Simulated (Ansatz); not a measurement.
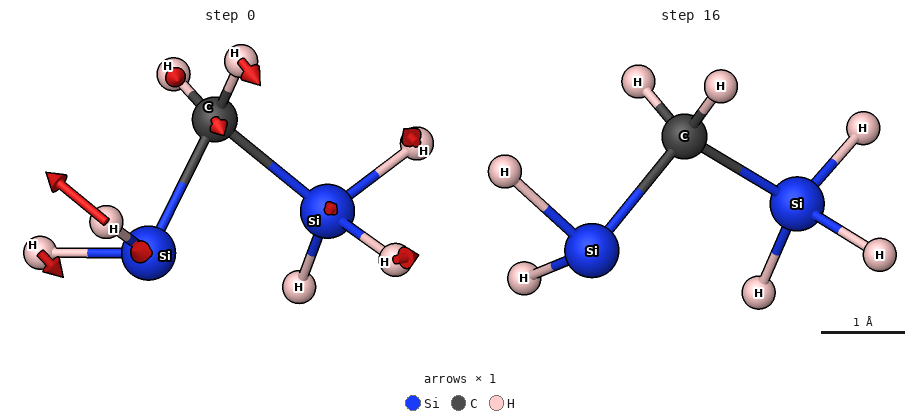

The structure of CH$_{7}$Si$_{2}$ (charge −1) before (left) and after (right) a relaxation, at one scale. The red arrows give the displacements, at their true length.

Style: ball-and-stick. Shown at a tilt.

All numbers below come from RKS PBE0-D4/def2-TZVPD in Ansatz 0.2.0.

Input
```yaml
crystal:
  periodic: [false, false, false]
  atoms:
    - {symbol: Si, position_ang: [-1.401370, 0.463790, -0.240650]}
    - {symbol: C, position_ang: [0.456600, 0.290470, -0.697770]}
    - {symbol: Si, position_ang: [0.589920, -0.594650, 0.939830]}
    - {symbol: H, position_ang: [-2.077700, -0.211110, -1.401590]}
    - {symbol: H, position_ang: [-1.712420, 1.885030, -0.625290]}
    - {symbol: H, position_ang: [0.718770, -0.321740, -1.561240]}
    - {symbol: H, position_ang: [1.039190, 1.211220, -0.737210]}
    - {symbol: H, position_ang: [-0.101100, -1.889840, 1.028700]}
    - {symbol: H, position_ang: [0.446890, 0.257420, 2.130390]}
    - {symbol: H, position_ang: [2.041220, -1.090580, 1.164820]}
basis:
  gaussian: {orbitals: def2-TZVPD}
total_charge: -1
hamiltonian: {xc: pbe0, dispersion: d4}
relax: {f_tol: 0.005, max_steps: 200}
```

Command:
```bash
ansatz run in.yaml --threads 2 --pin off --events-out ev --progress --plain --max-ram 4352MiB
```

Summarise the run.

H5 moves most after the best rigid fit: 1.04 Å. By element the largest moves are H 1.04 Å, Si 0.47 Å, C 0.31 Å. Near-neighbour distances that change, for instance: Si1–Si3 2.545 → 3.117 Å, Si1–C2 1.921 → 1.984 Å, Si3–H10 1.550 → 1.511 Å, Si1–H4 1.504 → 1.541 Å. Among the angles between lasting bonds that change: Si1–C2–Si3 84.4° → 109.0°, Si1–C2–H7 116.7° → 107.9°, H8–Si3–H9 114.6° → 106.8°. Groups turn about Si1–C2 by about 45°. Over 14 accepted moves (16 points after the start) the energy falls by 10.8 kcal/mol. The largest force component goes from 1.4 to 0.0015 eV/Å. The line search rejected the trial steps at points 4, 10 of the run. The run took 83 s on 2 threads of Arm Neoverse V2, with other jobs on the host.
